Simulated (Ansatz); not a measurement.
# CH6AlClO2: the cost of one run

Program: Ansatz 0.2.0. Level of theory: RKS PBE-D4/def2-SVP. These are calculated values, not measurements.

### Step 1. The structure to begin with

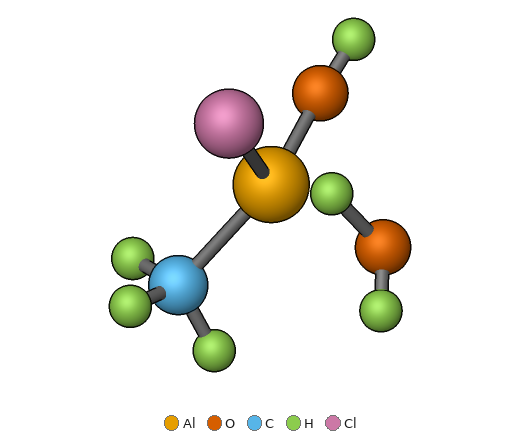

The starting structure, seen from a free direction (aluminium amber, oxygen orange, carbon blue, hydrogen green, chlorine pink).

Coordinates:

```xyz
11

Al   -0.4424    0.2753    0.0291
O     1.2144    0.9079   -1.2417
C    -0.3093   -1.6538    0.4509
O    -1.7221    1.2179   -0.3434
H     1.4044    1.4607   -0.1145
Cl    1.0892    1.6797    1.5974
H     2.0005    0.3954   -1.4201
H     0.4860   -1.8375    1.1751
H    -1.2388   -2.0285    0.8806
H    -0.0927   -2.2606   -0.4285
H    -2.3893    1.8435   -0.5848
```

### Step 2. Pulling towards end A

Springs on the bonds that form and break draw the guess towards this end; the thresholds are loose.

input.yaml reads:

```yaml
crystal:
  periodic: [false, false, false]
  atoms:
    - { symbol: Al, position_ang: [-0.4424, 0.2753, 0.0291] }
    - { symbol: O, position_ang: [1.2144, 0.9079, -1.2417] }
    - { symbol: C, position_ang: [-0.3093, -1.6538, 0.4509] }
    - { symbol: O, position_ang: [-1.7221, 1.2179, -0.3434] }
    - { symbol: H, position_ang: [1.4044, 1.4607, -0.1145] }
    - { symbol: Cl, position_ang: [1.0892, 1.6797, 1.5974] }
    - { symbol: H, position_ang: [2.0005, 0.3954, -1.4201] }
    - { symbol: H, position_ang: [0.486, -1.8375, 1.1751] }
    - { symbol: H, position_ang: [-1.2388, -2.0285, 0.8806] }
    - { symbol: H, position_ang: [-0.0927, -2.2606, -0.4285] }
    - { symbol: H, position_ang: [-2.3893, 1.8435, -0.5848] }
basis:
  gaussian: { orbitals: def2-SVP }
hamiltonian:
  xc: pbe
  dispersion: d4
relax:
  f_tol: 0.15
  max_steps: 25
  restrain:
    - { distance: [0, 5], at: 3.53, k: 30.0 }
    - { distance: [4, 1], at: 2.27, k: 30.0 }
    - { distance: [0, 1], at: 1.87, k: 30.0 }
    - { distance: [4, 5], at: 1.33, k: 30.0 }
```

Run with:

```bash
ansatz run input.yaml --threads 2 --pin off --max-ram 3072MiB --backend cpu --events-out ev --progress --plain --runs-dir out
```

**Question.** How long does this run take on 2 threads of Intel Xeon 6975P-C (Granite Rapids), shared host, and how much memory does it need?

About 13 s, with a peak of 0.17 GiB.
